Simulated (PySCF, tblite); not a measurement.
# C₆H₄F+: geometry, infrared bands, NMR shifts and spin-spin couplings

Wanted: the infrared bands, NMR shifts and spin-spin couplings of C₆H₄F+ (`CC#C[c+]1cc1F`), by calculation.

Programs: tblite 0.8.0 and PySCF 2.14.0, with density-fitted response routines of our own. Each step states its level of theory. These are calculated values for one molecule in the gas phase, unless marked as measured. Atoms count from 0, in the outputs and in this text.

## (1) The starting structure

11 atoms, charge 1, multiplicity 1; geometry from: force field or distance geometry start.

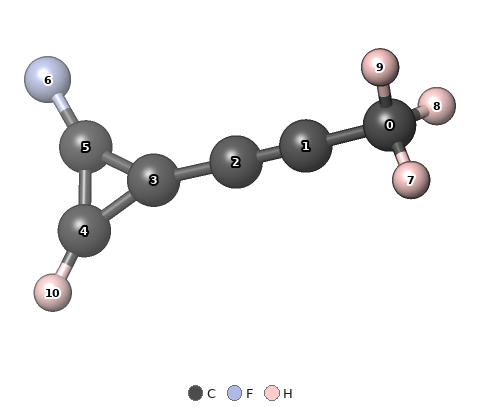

As it starts; carbon dark grey, fluorine light blue, hydrogen pink, atoms numbered.

## (2) Relaxing the molecule with GFN2-xTB

What the job is given:

```
{"job": {"kind": "relax", "xc": "GFN2-xTB", "basis": "xTB"}, "charge": 1, "multiplicity": 1}
C     -2.677000    -0.249400     0.115500
C     -1.226400    -0.180700    -0.014300
C     -0.009500    -0.130600    -0.088900
C      1.412300    -0.043000    -0.184700
C      2.634700    -0.153500    -0.803300
C      2.576500     0.235500     0.510800
F      3.210000     0.625500     1.664900
H     -3.081300    -0.469100    -0.865000
H     -3.014800    -0.981600     0.864400
H     -3.020500     0.767200     0.480400
H      3.201400    -0.377600    -1.705600
```

Started as:

```sh
$ OMP_NUM_THREADS=1 python probes_run.py task.json out
```

The driver reads the jobs from task.json and runs them one after another.

**Question.** This job is followed by: GFN2-xTB harmonic vibrations, gas phase; GIAO PBE0/pcSseg-1 NMR shielding, non-relativistic, gas phase; B3LYP/pcJ-1 indirect spin-spin coupling, non-relativistic, gas phase. Predict these results of the whole session: strongest single infrared mode (GFN2-xTB); zero-point energy (GFN2-xTB); ¹³C shifts against TMS (PBE0/pcSseg-1); ¹H shifts against TMS (PBE0/pcSseg-1, means over atoms taken as alike); ¹⁹F shifts against CFCl3 (PBE0/pcSseg-1); largest coupling of the table (B3LYP/pcJ-1).

As calculated:

| quantity | value |
| --- | --- |
| strongest single infrared mode (GFN2-xTB) | 2264 cm⁻¹, 1201 km/mol |
| zero-point energy (GFN2-xTB) | 45.5 kcal/mol |
| ¹³C shifts against TMS (PBE0/pcSseg-1) | 181.8, 173.8, 155.5, 150.4, 70.8, 11.3 ppm |
| ¹H shifts against TMS (PBE0/pcSseg-1, means over atoms taken as alike) | 8.12, 3.55 ppm |
| ¹⁹F shifts against CFCl3 (PBE0/pcSseg-1) | -58.9 ppm |
| largest coupling of the table (B3LYP/pcJ-1) | ¹J(C,F) C5–F6, -576.4 Hz |

In words: The optimisation took 40 steps and gained 0.528 eV; among the close pairs (by a distance rule), C5–F6 changed most, from 1.373 to 1.270 Å. The lowest mode is slightly imaginary (13i cm⁻¹), a soft motion within the noise of the Hessian, so the minimum is not strictly shown. The strongest single mode, at 2264 cm⁻¹, moves mainly C2 and C1. GFN2-xTB is a fitted tight-binding method: band positions and strengths are rough. Its intensities can rank the bands wrongly. At PBE0/pcSseg-1: Shielding is most anisotropic at F6 (span 522 ppm, paramagnetic term -236 ppm). By nearest atom (PBE0/pcSseg-1), the HOMO sits on C1, C2 about 36 % each; H7 7 % and the LUMO on C1, C3 about 30 % each; C4 18 %. In the run at B3LYP/pcJ-1, the largest coupling of the table is C5–F6, -576.4 Hz, of which the Fermi-contact term gives -496.0 Hz.
